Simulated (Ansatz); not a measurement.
System: CH2AlO (SMILES O=[C][AlH2]) (doublet).

Input file:

```
crystal:
  periodic: [false, false, false]
  atoms:
    - {symbol: C, position_ang: [-0.467756, 0.814140, -0.621167]}
    - {symbol: Al, position_ang: [0.158362, -0.934921, -0.087448]}
    - {symbol: O, position_ang: [-0.841355, 1.858895, -0.938776]}
    - {symbol: H, position_ang: [-1.019638, -1.947247, 0.182334]}
    - {symbol: H, position_ang: [1.730847, -1.027479, -0.022663]}
basis:
  gaussian:
    orbitals: def2-TZVPD
hamiltonian:
  xc: pbe0
magnetization:
  spin_polarized: true
  initial_magnetization: 1
output: {forces: true, orbitals: {seedname: orbitals}}
```

Launched as:

```sh
ansatz run input.yaml --threads 1 --pin off --max-ram 2610MiB --events-out events.jsonl --progress --plain --runs-dir runs
```

Geometry: PBE0-D3(BJ)/def2-SVP.

Level of theory: Ansatz, isolated molecule in a Gaussian basis; Kohn-Sham density functional theory, functional PBE0.

Q: What will maps of the electron density, electron localisation function and spin density show?

A: C–O (1.15 Å): ρ at the midpoint is about 3.9 e/Å³; the ELF peaks at about 0.85 between the atoms: a short, multiple covalent bond.
C–Al (1.93 Å): the density is about 0.63 e/Å³ at the midpoint; the ELF peaks at about 0.95 in the valence shell of C, 0.7 Å from its nucleus, and is about 0.75 at the midpoint.
Al–H (1.58 Å): ρ is about 0.56 e/Å³ halfway; the ELF climbs to about 1 towards the hydrogen.
The unpaired spin (1 electron) lies mostly on Al2 (about 0.4), C1 (about 0.4) and O3 (about 0.2), in electrons by Hirshfeld's partition.

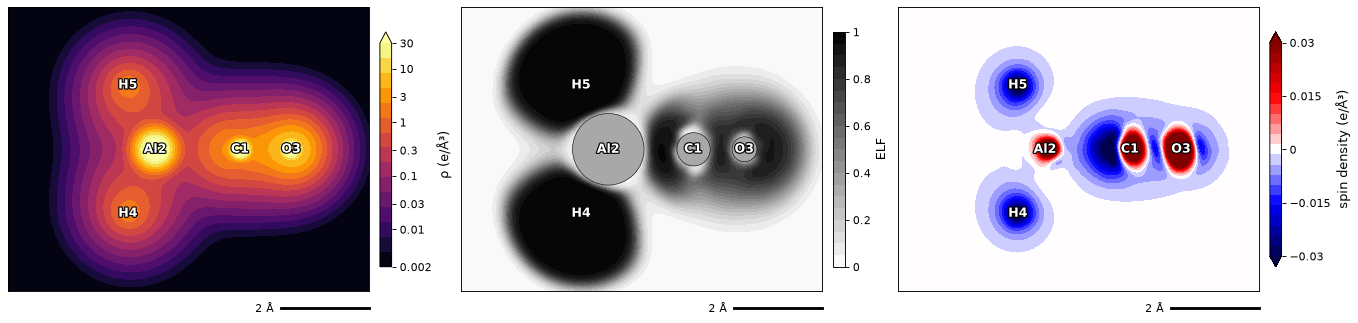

Computed electron density, electron localisation function and spin density on the molecular plane, in this order. Grey discs cover the atomic cores in the ELF map. 
